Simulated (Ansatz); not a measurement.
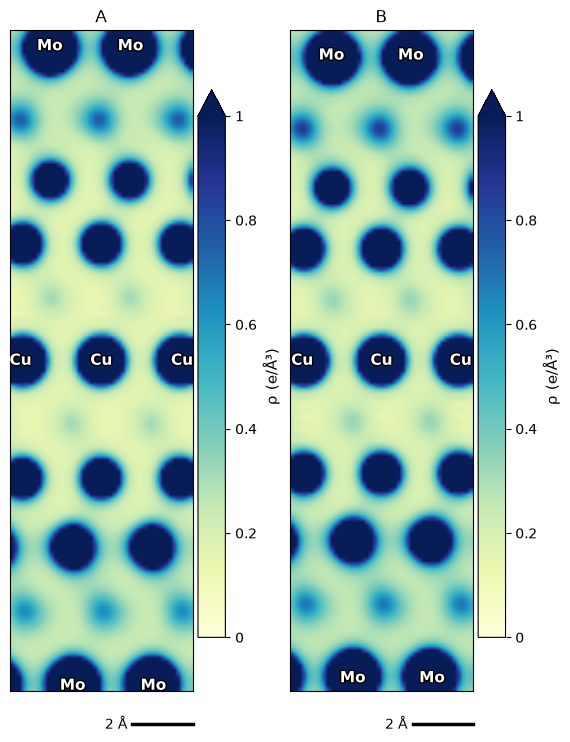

Cu$_{3}$Mo$_{2}$. The valence electron density of two cells that differ in size and shape, on the (101) plane of each (indices in the axes of the calculation cell), at one length scale and on one colour scale: A has 14.6 Å³ an atom and B 13.8.

Space group Cmme; a generated structure, not necessarily the stable one; computed without spin polarisation.

These are results of DFT PBE, scalar-relativistic, plane waves, PAW in Ansatz, not measurements.

The larger cell:

```
Cu Mo
1.0
     1.60688   -2.15032    0.00000
     1.60688    2.15032    0.00000
     0.00000    0.00000   21.11048
Cu Mo
6 4
Direct
  0.25000 0.75000 0.04656
  0.75000 0.25000 0.13981
  0.25000 0.75000 0.23399
  0.75000 0.25000 0.95344
  0.75000 0.25000 0.76601
  0.25000 0.75000 0.86019
  0.25000 0.75000 0.44520
  0.75000 0.25000 0.33699
  0.75000 0.25000 0.55480
  0.25000 0.75000 0.66301
```

The smaller cell: a = 2.636 Å, b = 2.636 Å, c = 20.549 Å, α = 90.00°, β = 90.00°, γ = 105.51°.

What changes from the larger cell to the smaller?

Answer. From the larger cell to the smaller, Cu–Cu goes from 2.68 to 2.64 Å, and the density at its midpoint from 0.22 to 0.24 e/Å³; Mo–Mo goes from 2.68 to 2.64 Å, and the density at its midpoint from 0.41 to 0.44 e/Å³; the pressure goes from −9 to 0.0 GPa.
